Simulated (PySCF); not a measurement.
**SnCl2 (SMILES [Cl][Sn][Cl]) at PBE0/STO-3G**

Aim: the energy change on altering one bond length of SnCl2 at PBE0/STO-3G, from 2 runs. Input form: a Python script.

Program for the calculation: PySCF 2.14.0.

12 further runs of the same task are left out: 3 that didn't finish, 9 set aside as unsound or not needed.

## 1. The molecule

SnCl2 has 3 atoms, charge 0, and is taken as a singlet. As SMILES, `[Cl][Sn][Cl]`. Geometry: relaxed at PBE0-D4/def2-TZVP.

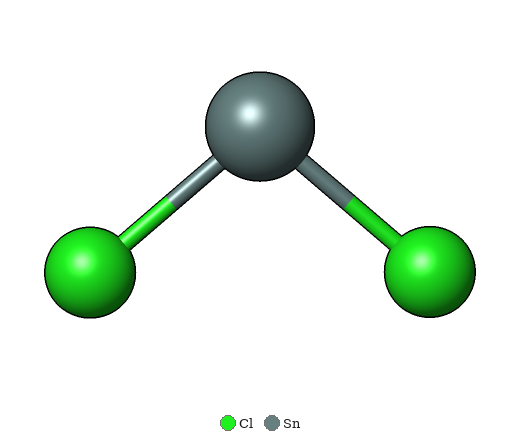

Viewed from a chosen angle; chlorine green, tin teal.

## 2. A single-point energy at PBE0/STO-3G

Contents of geometry.xyz:

```xyz
3

Cl     1.154200     1.220700     0.756000
Sn    -0.796900     0.518900    -0.376600
Cl    -0.368200    -1.804500    -0.392600
```

Contents of input.py:

```python
from pyscf import gto, dft

mol = gto.Mole()
mol.atom = 'geometry.xyz'
mol.max_memory = 1860
mol.basis = 'sto-3g'
mol.charge = 0
mol.verbose = 4
mol.build()

mf = dft.RKS(mol, xc='pbe0')
mf.grids.level = 5
mf.conv_tol = 1e-10
mf.kernel()
if not mf.converged:
    mf = mf.newton().run(mf.mo_coeff, mf.mo_occ)

e_final = mf.e_tot
print('E = %.10f Eh' % e_final)
```

Launch:

```bash
$ OMP_NUM_THREADS=1 python input.py
```

The log of the run:

```text
PySCF version 2.14.0

[INPUT] num. atoms = 3
[INPUT] num. electrons = 84
[INPUT] charge = 0
[INPUT] spin (= nelec alpha-beta = 2S) = 0
[INPUT] symmetry False subgroup None
[INPUT] Mole.unit = angstrom
[INPUT] Symbol           X                Y                Z      unit          X                Y                Z       unit  Magmom
[INPUT]  1 Cl     1.154200000000   1.220700000000   0.756000000000 AA    2.181121892973   2.306788680257   1.428632950171 Bohr   0.0
[INPUT]  2 Sn    -0.796900000000   0.518900000000  -0.376600000000 AA   -1.505922748666   0.980578886037  -0.711670858511 Bohr   0.0
[INPUT]  3 Cl    -0.368200000000  -1.804500000000  -0.392600000000 AA   -0.695797159065  -3.410010791778  -0.741906476504 Bohr   0.0

nuclear repulsion = 423.522351831536
number of shells = 21
number of NR pGTOs = 135
number of NR cGTOs = 45
basis = sto-3g
ecp = {}

******** <class 'pyscf.dft.rks.RKS'> ********
method = RKS
initial guess = minao
damping factor = 0
level_shift factor = 0
DIIS = <class 'pyscf.scf.diis.CDIIS'>
diis_start_cycle = 1
diis_space = 8
diis_damp = 0
SCF conv_tol = 1e-10
SCF conv_tol_grad = None
SCF max_cycles = 50
direct_scf = True
direct_scf_tol = 1e-13
XC library pyscf.dft.libxc version 7.0.0
    S. Lehtola, C. Steigemann, M. J.T. Oliveira, and M. A.L. Marques.,  SoftwareX 7, 1–5 (2018)
XC functionals = pbe0
radial grids:
    Treutler-Ahlrichs [JCP 102, 346 (1995); DOI:10.1063/1.469408] (M4) radial grids

becke partition: Becke, JCP 88, 2547 (1988); DOI:10.1063/1.454033
pruning grids: <function nwchem_prune>
grids dens level: 5
symmetrized grids: False
atomic radii adjust function: <function treutler_atomic_radii_adjust>
small_rho_cutoff = 0
Set gradient conv threshold to 1e-05
Initial guess from minao.
tot grids = 133104
init E= -6858.2354824189
  HOMO = -0.568758806254111  LUMO = -0.426946295435519  gap/eV = 3.85891
cycle= 1 E= -6875.26395085535  delta_E=  -17  |g|= 0.207  |ddm|=  2.3
  HOMO = -0.186182449516932  LUMO = -0.0236383540931983  gap/eV = 4.42305
cycle= 2 E= -6875.27183280535  delta_E= -0.00788  |g|= 0.0168  |ddm|= 0.251
  HOMO = -0.184666951888799  LUMO = -0.0202975311025314  gap/eV = 4.47272
cycle= 3 E= -6875.27188421548  delta_E= -5.14e-05  |g|= 0.014  |ddm|= 0.0906
  HOMO = -0.186245479806659  LUMO = -0.0227848413504259  gap/eV = 4.44799
cycle= 4 E= -6875.2720248691  delta_E= -0.000141  |g|= 0.000544  |ddm|= 0.0432
  HOMO = -0.186252365095581  LUMO = -0.0226992773773146  gap/eV = 4.45051
cycle= 5 E= -6875.27202506813  delta_E= -1.99e-07  |g|= 2.44e-05  |ddm|= 0.00154
  HOMO = -0.186249180911375  LUMO = -0.0227029095098652  gap/eV = 4.45032
cycle= 6 E= -6875.27202506866  delta_E= -5.31e-10  |g|= 2.27e-06  |ddm|= 0.000105
  HOMO = -0.186249221361805  LUMO = -0.0227023133872297  gap/eV = 4.45034
cycle= 7 E= -6875.27202506867  delta_E= -3.64e-12  |g|= 2.12e-07  |ddm|= 9.4e-06
  HOMO = -0.186249197274134  LUMO = -0.0227022690280643  gap/eV = 4.45034
Extra cycle  E= -6875.27202506866  delta_E= 1e-11  |g|= 1.39e-07  |ddm|= 1.12e-06
converged SCF energy = -6875.27202506866
E = -6875.2720250687 Eh
```

It took 1.6 s on 1 thread of AMD EPYC 9R45 (Zen 5), shared host; peak memory 0.26 GiB.

## 3. The distorted shape, same level

Contents of run.py:

```python
from pyscf import gto, dft

mol = gto.M(
    atom='''
Cl     1.533025     5.819236     1.452821
Sn    -2.154019     4.493026    -0.687482
Cl    -0.695797    -3.410011    -0.741906
''',
    verbose=4,
    unit='bohr',
    max_memory=1860,
    basis='sto-3g',
)

ks = dft.RKS(mol)
ks.xc = 'pbe0'
ks.grids.level = 5
ks.conv_tol = 1e-10
ks.kernel()
if not ks.converged:
    ks = ks.newton().run(ks.mo_coeff, ks.mo_occ)

e_final = ks.e_tot
print('E = %.10f Eh' % e_final)
```

Launch:

```bash
$ OMP_NUM_THREADS=1 python run.py
```

The log of the run:

```text
PySCF version 2.14.0

[INPUT] num. atoms = 3
[INPUT] num. electrons = 84
[INPUT] charge = 0
[INPUT] spin (= nelec alpha-beta = 2S) = 0
[INPUT] symmetry False subgroup None
[INPUT] Mole.unit = bohr
[INPUT] Symbol           X                Y                Z      unit          X                Y                Z       unit  Magmom
[INPUT]  1 Cl     0.811241893771   3.079407076165   0.768799764746 AA    1.533025000000   5.819236000000   1.452821000000 Bohr   0.0
[INPUT]  2 Sn    -1.139857766689   2.377606967271  -0.363799807318 AA   -2.154019000000   4.493026000000  -0.687482000000 Bohr   0.0
[INPUT]  3 Cl    -0.368199915827  -1.804500110187  -0.392599747845 AA   -0.695797000000  -3.410011000000  -0.741906000000 Bohr   0.0

nuclear repulsion = 325.80229938138
number of shells = 21
number of NR pGTOs = 135
number of NR cGTOs = 45
basis = sto-3g
ecp = {}

******** <class 'pyscf.dft.rks.RKS'> ********
method = RKS
initial guess = minao
damping factor = 0
level_shift factor = 0
DIIS = <class 'pyscf.scf.diis.CDIIS'>
diis_start_cycle = 1
diis_space = 8
diis_damp = 0
SCF conv_tol = 1e-10
SCF conv_tol_grad = None
SCF max_cycles = 50
direct_scf = True
direct_scf_tol = 1e-13
XC library pyscf.dft.libxc version 7.0.0
    S. Lehtola, C. Steigemann, M. J.T. Oliveira, and M. A.L. Marques.,  SoftwareX 7, 1–5 (2018)
XC functionals = pbe0
radial grids:
    Treutler-Ahlrichs [JCP 102, 346 (1995); DOI:10.1063/1.469408] (M4) radial grids

becke partition: Becke, JCP 88, 2547 (1988); DOI:10.1063/1.454033
pruning grids: <function nwchem_prune>
grids dens level: 5
symmetrized grids: False
atomic radii adjust function: <function treutler_atomic_radii_adjust>
small_rho_cutoff = 0
Set gradient conv threshold to 1e-05
[... 1 set-up line as earlier in the session ...]
tot grids = 133104
init E= -6857.88438203824
  HOMO = -0.525880668624595  LUMO = -0.437074123907576  gap/eV = 2.41655
cycle= 1 E= -6875.01710090681  delta_E= -17.1  |g|= 0.22  |ddm|=    2
  HOMO = -0.0105223277878751  LUMO = 0.0674906926399083  gap/eV = 2.12284
cycle= 2 E= -6866.52500226093  delta_E= 8.49  |g|= 0.555  |ddm|= 6.75
  HOMO = -0.177160745023334  LUMO = 0.0245686266803008  gap/eV = 5.48934
cycle= 3 E= -6875.01752413218  delta_E= -8.49  |g|= 0.0847  |ddm|= 6.82

WARN: HOMO -0.0502891345623206 == LUMO -0.0497166154695988

cycle= 4 E= -6871.72396540412  delta_E= 3.29  |g|= 0.323  |ddm|= 4.87
  HOMO = -0.139399904719208  LUMO = -0.0580966724328455  gap/eV = 2.21237
cycle= 5 E= -6875.02837000124  delta_E= -3.3  |g|= 0.0816  |ddm|= 4.87
  HOMO = -0.15648447142531  LUMO = -0.0502413103951488  gap/eV = 2.89102
cycle= 6 E= -6875.02658777872  delta_E= 0.00178  |g|= 0.0816  |ddm|= 0.0651
  HOMO = -0.144871763158484  LUMO = -0.0583337712071902  gap/eV = 2.35482
cycle= 7 E= -6875.0273440537  delta_E= -0.000756  |g|= 0.0798  |ddm|= 0.0378
  HOMO = -0.0268142953986655  LUMO = -0.0230264793882701  gap/eV = 0.10307
cycle= 8 E= -6871.7297788482  delta_E=  3.3  |g|=  0.3  |ddm|= 4.87
  HOMO = -0.0287024672582619  LUMO = -0.024777435601641  gap/eV = 0.10681
cycle= 9 E= -6871.7299936015  delta_E= -0.000215  |g|= 0.299  |ddm|= 0.0051

WARN: HOMO -0.0720922977378402 == LUMO -0.0719902830344147

cycle= 10 E= -6872.89656491813  delta_E= -1.17  |g|= 1.47  |ddm|= 3.31
  HOMO = 0.00659247154329915  LUMO = 0.00793878979200812  gap/eV = 0.03664
[... cycles 11 to 33 left out ...]
cycle= 34 E= -6875.09527523892  delta_E= -0.00896  |g|= 0.045  |ddm|= 0.237
  HOMO = -0.114244145773393  LUMO = -0.0736603938746783  gap/eV = 1.10434
cycle= 35 E= -6875.09787901732  delta_E= -0.0026  |g|= 0.00665  |ddm|= 0.225
  HOMO = -0.114845895719878  LUMO = -0.0733791559804744  gap/eV = 1.12837
cycle= 36 E= -6875.09792929992  delta_E= -5.03e-05  |g|= 0.000678  |ddm|= 0.0257
  HOMO = -0.114790899124541  LUMO = -0.07341272665034  gap/eV = 1.12596
cycle= 37 E= -6875.09792897586  delta_E= 3.24e-07  |g|= 0.00117  |ddm|= 0.00755
  HOMO = -0.114900329322122  LUMO = -0.0733760799388336  gap/eV = 1.12993
cycle= 38 E= -6875.09793124147  delta_E= -2.27e-06  |g|= 0.000197  |ddm|= 0.0131
  HOMO = -0.114909319509842  LUMO = -0.0733807252102966  gap/eV = 1.13005
cycle= 39 E= -6875.09793142627  delta_E= -1.85e-07  |g|= 9.87e-05  |ddm|= 0.00743
  HOMO = -0.114923484450504  LUMO = -0.0733767326737032  gap/eV = 1.13054
cycle= 40 E= -6875.09793143911  delta_E= -1.28e-08  |g|= 4.56e-05  |ddm|= 0.00174
  HOMO = -0.114922334702672  LUMO = -0.0733773381090802  gap/eV = 1.13050
cycle= 41 E= -6875.09793144003  delta_E= -9.15e-10  |g|= 3.63e-05  |ddm|= 0.000103
  HOMO = -0.114918727830715  LUMO = -0.0733784501989288  gap/eV = 1.13037
cycle= 42 E= -6875.09793144169  delta_E= -1.66e-09  |g|= 3.03e-06  |ddm|= 0.000279
  HOMO = -0.11491842921267  LUMO = -0.0733785840068342  gap/eV = 1.13036
cycle= 43 E= -6875.0979314417  delta_E= -1.09e-11  |g|= 2.37e-07  |ddm|= 4.36e-05
  HOMO = -0.114918252436814  LUMO = -0.0733786543897884  gap/eV = 1.13035
Extra cycle  E= -6875.09793144168  delta_E= 2.18e-11  |g|= 1.59e-06  |ddm|= 7.66e-06
converged SCF energy = -6875.09793144168
E = -6875.0979314417 Eh
```

Wall time 5.1 s (1 thread of AMD EPYC 9R45 (Zen 5), shared host); peak memory 0.26 GiB.

## 4. Results

Level: PBE0/STO-3G.

```
                                                           quantity           value
                                          first shape: total energy  -6875.27203 Eh
                                         first shape: dipole moment          3.14 D
                                           first shape: HOMO energy        -5.07 eV
                                           first shape: LUMO energy        -0.62 eV
                                         first shape: HOMO–LUMO gap         4.45 eV
                                      distorted shape: total energy  -6875.09793 Eh
                                     distorted shape: dipole moment          9.47 D
                                       distorted shape: HOMO energy        -3.13 eV
                                       distorted shape: LUMO energy        -2.00 eV
                                     distorted shape: HOMO–LUMO gap         1.13 eV
energy change with the Sn2–Cl3 bond stretched from 2.363 to 4.253 Å        4.737 eV
```

In words: One bond (distorted shape) is far stretched, which a spin-restricted single reference describes badly; a broken-symmetry solution may lie lower. With the Sn2–Cl3 bond stretched from 2.363 to 4.253 Å the energy rises by 4.74 eV (457 kJ/mol). The first shape isn't relaxed at this level, so the change isn't measured from a minimum. A restricted reference can't describe the breaking bond well at this length. The minimal basis adds a large error of its own. Mulliken charges (first shape) run from -0.38 on Cl1 to +0.76 on Sn2. Relativity is left out (first shape) although the molecule holds a heavy atom. Relativity is left out (distorted shape) although the molecule holds a heavy atom.
